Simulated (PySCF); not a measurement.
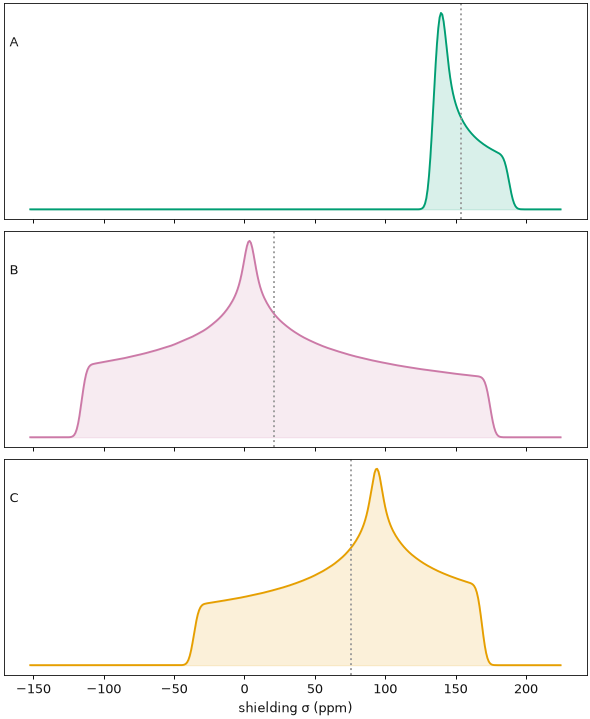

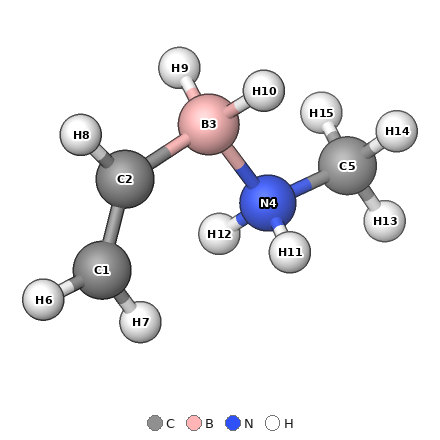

Static powder patterns (¹³C) from GIAO shielding tensors of C₃H₁₀BN, SMILES C=C[BH2-][NH2+]C, PBE0/pcSseg-1 in PySCF, at a GFN2-xTB geometry (no frequency check); absolute shielding, one fixed geometry of the isolated molecule without any motion, no dipolar terms. The dotted line is the isotropic value; skew is 3(σiso − σ22)/span.

Q: The panels belong to C1, C2 and C5. Which is which?

A: panel A: C5, σ11, σ22, σ33 = 133, 140, 188 ppm, isotropic 154, span 55 ppm, skew 0.76; panel B: C2, σ11, σ22, σ33 = −116, 4, 175 ppm, isotropic 21, span 290 ppm, skew 0.18; panel C: C1, σ11, σ22, σ33 = −36, 94, 169 ppm, isotropic 76, span 205 ppm, skew −0.27.

Known limits of this run: the tight-binding geometry is rougher than a DFT one and adds to the error; one conformer of a flexible molecule.
